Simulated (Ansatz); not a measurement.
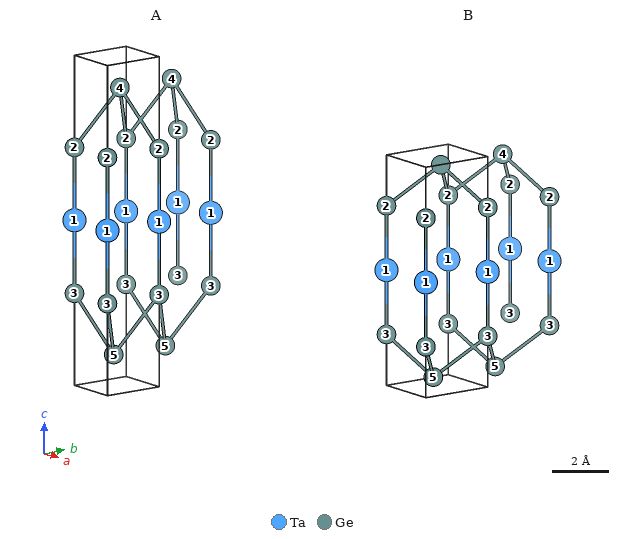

Two geometries of solid TaGe4 (a generated structure, set up in P-3m1) (coarse preliminary run), drawn at one scale. One is the start of a relaxation, the other its converged end. The picture is a ball-and-stick view of the cell of the calculation, repeated 1 × 2 × 1 with one cell outlined, seen slightly off an axis.

All numbers below come from Ansatz 0.2.0, DFT PBE, scalar-relativistic, plane waves, PAW. (plane-wave cutoff 420 eV; k-point mesh 6 × 6 × 2; occupations gaussian; smearing width 0.1 eV; no spin polarisation; cell and atoms relaxed; force threshold 0.04 eV/Å; at most 70 steps)

### Which geometry has the lower energy?

Structure A is the relaxed one. The largest moves relative to the cell, 0.69 Å, are those of Ge2 and Ge3. Ge3 goes along +c. Ta stays in place. The volume changes by +0.2 %, with a = b 3.660 → 3.061 Å (−16.4 %), c 8.340 → 11.944 Å (+43.2 %). Near-neighbour distances that change, for instance: Ge4–Ge5 2.311 → 3.074 Å, Ta1–Ta1 3.660 → 3.061 Å, Ta1–Ge2 2.328 → 2.641 Å, Ge2–Ge4 2.521 → 2.725 Å. Among the angles between lasting bonds that change: Ge5–Ge3–Ge5 93.1° → 68.3°, Ta1–Ge3–Ge5 123.0° → 139.6°. The space group stays P-3m1 (No. 164). Over 16 accepted moves (19 points after the start) the energy falls by 4.221 eV per cell of the calculation. Largest force component: 2.5 eV/Å at the start, 0.017 eV/Å at the end. The pressure goes from 21.69 to 0.16 GPa. The line search rejected the trial step at point 9 of the run. At 2 points the geometry stayed and the basis and grid were re-selected for the new cell (energy shift of 0.476 eV per cell of the calculation at most each time).

Limits of the set-up: the k-point mesh is coarse for a cell with partly filled bands.
